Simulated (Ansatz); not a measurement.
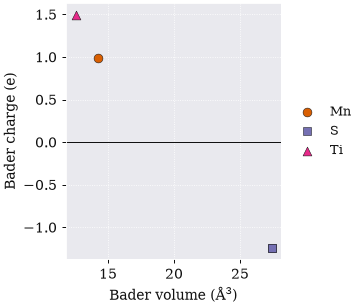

Write a caption with the findings.

Bader charges of the atoms (positive: electrons lost), against the volumes of their basins. System: TiMnS2, space group P-4m2 (No. 115), 4 atoms in the cell. Ansatz 0.2.0; DFT PBE, scalar-relativistic, plane waves, PAW, spin-polarised, 12×12×10 k mesh, 420 eV cutoff, Gaussian smearing of 0.1 eV.

The Bader charges are Ti +1.50 e, Mn +0.99 e and S −1.24 e. Summed over the cell, Ti gives up most (1.5 e) and S takes most (2.5 e). S has the largest basins, 27.4 Å³ on average, and Ti the smallest, 12.5 Å³.

The structure is an invented one, so it need not be a known or stable phase.
